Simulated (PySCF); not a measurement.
Molecule: Ge(OMe)2(OEt)(NH2), SMILES [Ge]([O]C)([O]C)([O]CC)[NH2] (C4H13GeNO3). Atoms near the plane z = 0.0 Å, at the GFN2-xTB optimised geometry (x, y, z in Å): Ge4 (-0.6, -0.7, 0.0), O6 (1.2, -0.7, 0.0), C7 (2.0, 0.4, 0.3), O8 (-1.0, 1.0, 0.0), C9 (-2.3, 1.5, 0.1), H16 (-1.7, -2.5, 1.1), H17 (2.9, 0.3, -0.4), H19 (1.5, 1.3, 0.2), H20 (-2.9, 1.3, -0.8), H21 (-2.8, 1.0, 1.0), H22 (-2.2, 2.5, 0.3).

Method: PySCF with PBE0/def2-SVP. Cells within 0.4 Å of a nucleus heavier than hydrogen are left out (blank, or x). The values are rescaled to run from 0 to 1.

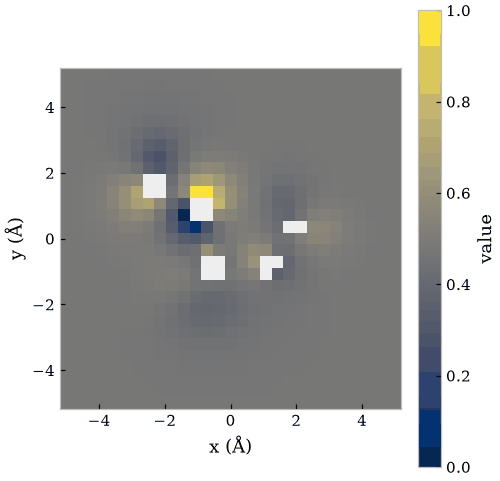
Figure. a field on the plane z = 0.0 Å.

Question: Which quantity is mapped?
A. deformation density (molecule minus spherical neutral atoms)
B. electron localisation function
C. Laplacian of the electron density
D. an orbital amplitude

Answer: D, an orbital amplitude. In full: HOMO−1 amplitude (bohr^(-3/2)).
